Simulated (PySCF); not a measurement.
**B2PLYP/def2-SVP run of CH6GaN (SMILES [CH3][GaH][NH2])**

Aim: the vertical ionisation energy of CH6GaN at B2PLYP/def2-SVP, from 2 runs. 

The results are computed with PySCF 2.14.0.

## (1) The structure to begin with

The species is CH6GaN (9 atoms), meant as a singlet with charge 0. SMILES: `[CH3][GaH][NH2]`. Geometry: relaxed at PBE0-D4/def2-TZVP.

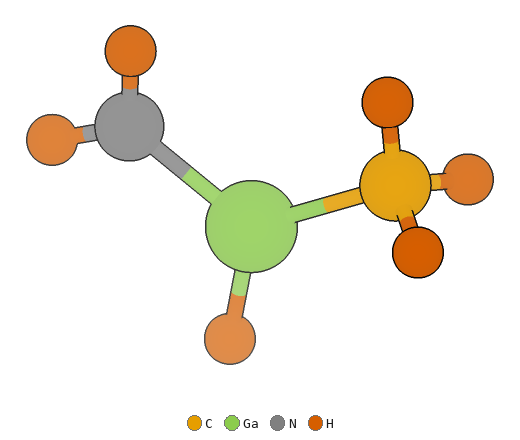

Viewed from a chosen angle; carbon amber, gallium green, nitrogen grey, hydrogen orange.

## (2) A single-point energy at B2PLYP/def2-SVP

Input file calc.py:

```python
from pyscf import gto, dft, mp

mol = gto.Mole()
mol.atom = [
    ('C', (-0.279100, 0.944700, -1.124800)),
    ('Ga', (0.513400, -0.531900, -0.104400)),
    ('N', (-0.068200, -0.807600, 1.596800)),
    ('H', (-0.756000, 0.568300, -2.033100)),
    ('H', (0.493400, 1.652200, -1.435600)),
    ('H', (-1.026300, 1.483500, -0.540100)),
    ('H', (1.617900, -1.521300, -0.608700)),
    ('H', (0.276500, -1.536600, 2.197700)),
    ('H', (-0.771600, -0.251300, 2.052200)),
]
mol.max_memory = 1860
mol.verbose = 4
mol.basis = 'def2-svp'
mol.build()

myscf = dft.RKS(mol, xc='0.53*HF + 0.47*B88, 0.73*LYP')
myscf.conv_tol = 1e-10
myscf.grids.level = 3
myscf.kernel()
if not myscf.converged:
    myscf = myscf.newton().run(myscf.mo_coeff, myscf.mo_occ)

pt = mp.MP2(myscf, frozen=11).run()
e_final = myscf.e_tot + 0.27 * pt.e_corr
print('PT2 part  %.8f' % (0.27 * pt.e_corr))
print('E = %.10f Eh' % e_final)
```

Launch:

```console
$ OMP_NUM_THREADS=1 python calc.py
```

Standard output:

```text
PySCF version 2.14.0

[INPUT] num. atoms = 9
[INPUT] num. electrons = 50
[INPUT] charge = 0
[INPUT] spin (= nelec alpha-beta = 2S) = 0
[INPUT] symmetry False subgroup None
[INPUT] Mole.unit = angstrom
[INPUT] Symbol           X                Y                Z      unit          X                Y                Z       unit  Magmom
[INPUT]  1 C     -0.279100000000   0.944700000000  -1.124800000000 AA   -0.527422561366   1.785224269877  -2.125563944911 Bohr   0.0
[INPUT]  2 Ga     0.513400000000  -0.531900000000  -0.104400000000 AA    0.970185392352  -1.005145325656  -0.197287407405 Bohr   0.0
[INPUT]  3 N     -0.068200000000  -0.807600000000   1.596800000000 AA   -0.128879321695  -1.526142818199   3.017514675705 Bohr   0.0
[INPUT]  4 H     -0.756000000000   0.568300000000  -2.033100000000 AA   -1.428632950171   1.073931356590  -3.842002183853 Bohr   0.0
[INPUT]  5 H      0.493400000000   1.652200000000  -1.435600000000 AA    0.932390869860   3.122205503006  -2.712890824426 Bohr   0.0
[INPUT]  6 H     -1.026300000000   1.483500000000  -0.540100000000 AA   -1.939425921641   2.803408705792  -1.020641079878 Bohr   0.0
[INPUT]  7 H      1.617900000000  -1.521300000000  -0.608700000000 AA    3.057387896934  -2.874840353301  -1.150276292023 Bohr   0.0
[INPUT]  8 H      0.276500000000  -1.536600000000   2.197700000000 AA    0.522509273442  -2.903753163007   4.153051103957 Bohr   0.0
[INPUT]  9 H     -0.771600000000  -0.251300000000   2.052200000000 AA   -1.458112677714  -0.474888175103   3.878095952832 Bohr   0.0

nuclear repulsion = 188.630644617127
number of shells = 42
number of NR pGTOs = 164
number of NR cGTOs = 90
basis = def2-svp
ecp = {}

******** <class 'pyscf.dft.rks.RKS'> ********
method = RKS
initial guess = minao
damping factor = 0
level_shift factor = 0
DIIS = <class 'pyscf.scf.diis.CDIIS'>
diis_start_cycle = 1
diis_space = 8
diis_damp = 0
SCF conv_tol = 1e-10
SCF conv_tol_grad = None
SCF max_cycles = 50
direct_scf = True
direct_scf_tol = 1e-13
XC library pyscf.dft.libxc version 7.0.0
    S. Lehtola, C. Steigemann, M. J.T. Oliveira, and M. A.L. Marques.,  SoftwareX 7, 1–5 (2018)
XC functionals = 0.53*HF + 0.47*B88, 0.73*LYP
    A. D. Becke.,  Phys. Rev. A 38, 3098 (1988)
    C. Lee, W. Yang, and R. G. Parr.,  Phys. Rev. B 37, 785 (1988)
    B. Miehlich, A. Savin, H. Stoll, and H. Preuss.,  Chem. Phys. Lett. 157, 200 (1989)
radial grids:
    Treutler-Ahlrichs [JCP 102, 346 (1995); DOI:10.1063/1.469408] (M4) radial grids

becke partition: Becke, JCP 88, 2547 (1988); DOI:10.1063/1.454033
pruning grids: <function nwchem_prune>
grids dens level: 3
symmetrized grids: False
atomic radii adjust function: <function treutler_atomic_radii_adjust>
small_rho_cutoff = 0
Set gradient conv threshold to 1e-05
Initial guess from minao.
tot grids = 107776
init E= -2019.79889219093
  HOMO = -0.310833490123779  LUMO = -0.0125650976520668  gap/eV = 8.11630
cycle= 1 E= -2020.30824455303  delta_E= -0.509  |g|= 0.495  |ddm|=  2.8
  HOMO = -0.227681176740377  LUMO = 0.0402039834816912  gap/eV = 7.28953
cycle= 2 E= -2020.30520625936  delta_E= 0.00304  |g|= 0.527  |ddm|= 0.704
  HOMO = -0.310333893955896  LUMO = 0.0327626084490533  gap/eV = 9.33613
cycle= 3 E= -2020.35737881978  delta_E= -0.0522  |g|= 0.0413  |ddm|= 0.373
  HOMO = -0.300118680264795  LUMO = 0.0335498984857243  gap/eV = 9.07958
cycle= 4 E= -2020.35772213651  delta_E= -0.000343  |g|= 0.0241  |ddm|= 0.0543
  HOMO = -0.303195672178748  LUMO = 0.0337169721103936  gap/eV = 9.16786
cycle= 5 E= -2020.35786117172  delta_E= -0.000139  |g|= 0.00237  |ddm|= 0.0209
  HOMO = -0.303000622672454  LUMO = 0.0339892886681623  gap/eV = 9.16996
cycle= 6 E= -2020.35786229331  delta_E= -1.12e-06  |g|= 0.000957  |ddm|= 0.00325
  HOMO = -0.303149823407883  LUMO = 0.0339262197746559  gap/eV = 9.17231
cycle= 7 E= -2020.35786245769  delta_E= -1.64e-07  |g|= 0.000214  |ddm|= 0.000906
  HOMO = -0.303139903642001  LUMO = 0.0339163888991161  gap/eV = 9.17177
cycle= 8 E= -2020.35786247104  delta_E= -1.33e-08  |g|= 3.12e-05  |ddm|= 0.00025
  HOMO = -0.303134444974289  LUMO = 0.0339221032013257  gap/eV = 9.17178
cycle= 9 E= -2020.35786247164  delta_E= -5.97e-10  |g|= 8.02e-06  |ddm|= 6.81e-05
  HOMO = -0.303135594195156  LUMO = 0.0339216603653321  gap/eV = 9.17180
cycle= 10 E= -2020.35786247167  delta_E= -3.59e-11  |g|= 1.99e-06  |ddm|= 1.77e-05
  HOMO = -0.30313570145165  LUMO = 0.0339219132133861  gap/eV = 9.17180
Extra cycle  E= -2020.35786247167  delta_E= -2.27e-12  |g|= 1.22e-06  |ddm|= 4.45e-06
converged SCF energy = -2020.35786247167

******** <class 'pyscf.mp.mp2.RMP2'> ********
nocc = 14, nmo = 79
frozen orbitals 11
E(RMP2) = -2021.02170842416  E_corr = -0.663845952482545
E(SCS-RMP2) = -2021.001890491  E_corr = -0.644028019328976
E_corr(same-spin) = -0.17606206575009
E_corr(oppo-spin) = -0.487783886732455
PT2 part  -0.17923841
E = -2020.5371008788 Eh
```

It took 8.1 s on 1 thread of Intel Xeon Platinum 8488C (Sapphire Rapids), shared host; peak memory 0.43 GiB.

## (3) The doublet cation at the same level

Input file input.xyz:

```xyz
9
CH6GaN
C     -0.279100     0.944700    -1.124800
Ga     0.513400    -0.531900    -0.104400
N     -0.068200    -0.807600     1.596800
H     -0.756000     0.568300    -2.033100
H      0.493400     1.652200    -1.435600
H     -1.026300     1.483500    -0.540100
H      1.617900    -1.521300    -0.608700
H      0.276500    -1.536600     2.197700
H     -0.771600    -0.251300     2.052200
```

Input file run.py:

```python
from pyscf import gto, dft, mp

system = gto.M(
    atom='input.xyz',
    basis='def2-svp',
    spin=1,
    verbose=3,
    max_memory=1860,
    charge=1,
)

mf = dft.UKS(system)
mf.xc = '0.53*HF + 0.47*B88, 0.73*LYP'
mf.conv_tol = 1e-10
mf.grids.level = 3
mf.kernel()
if not mf.converged:
    mf = mf.newton().run(mf.mo_coeff, mf.mo_occ)

pt = mp.MP2(mf, frozen=11).run()
energy = mf.e_tot + 0.27 * pt.e_corr
print('PT2 part  %.8f' % (0.27 * pt.e_corr))
print('E(%s) = %.9f' % ('B2PLYP', energy))
```

Launch:

```console
$ OMP_NUM_THREADS=1 python run.py
```

Standard output:

```text
WARN: HOMO -0.310833490123778 >= LUMO -0.310833490123779

converged SCF energy = -2020.03198372375  <S^2> = 0.7546067  2S+1 = 2.0046014
E(UMP2) = -2020.63011757949  E_corr = -0.598133855740918
E(SCS-UMP2) = -2020.61471705148  E_corr = -0.582733327729322
PT2 part  -0.16149614
E(B2PLYP) = -2020.193479865
```

It took 14 s on 1 thread of Intel Xeon Platinum 8488C (Sapphire Rapids), shared host; peak memory 0.44 GiB.

## (4) Outcome

Level: B2PLYP/def2-SVP, 11 core orbitals frozen.

```
                                                                quantity           value
                                            singlet CH6GaN: total energy  -2020.53710 Eh
                                singlet CH6GaN: dipole moment (SCF part)          0.90 D
                       singlet CH6GaN: HOMO energy (SCF part's orbitals)        -8.25 eV
                       singlet CH6GaN: LUMO energy (SCF part's orbitals)         0.92 eV
                     singlet CH6GaN: HOMO–LUMO gap (SCF part's orbitals)         9.17 eV
                                            doublet cation: total energy  -2020.19348 Eh
doublet cation: HOMO energy (SCF part's orbitals) (highest over α and β)       -14.19 eV
 doublet cation: LUMO energy (SCF part's orbitals) (lowest over α and β)        -9.72 eV
                                                    doublet cation: ⟨S²⟩           0.755
                      vertical ionisation energy (to the doublet cation)        9.350 eV
```

What this shows: The vertical ionisation energy comes to 9.35 eV (902 kJ/mol). −ε(HOMO) before ionisation, 8.25 eV, is 1.10 eV below this ionisation energy.
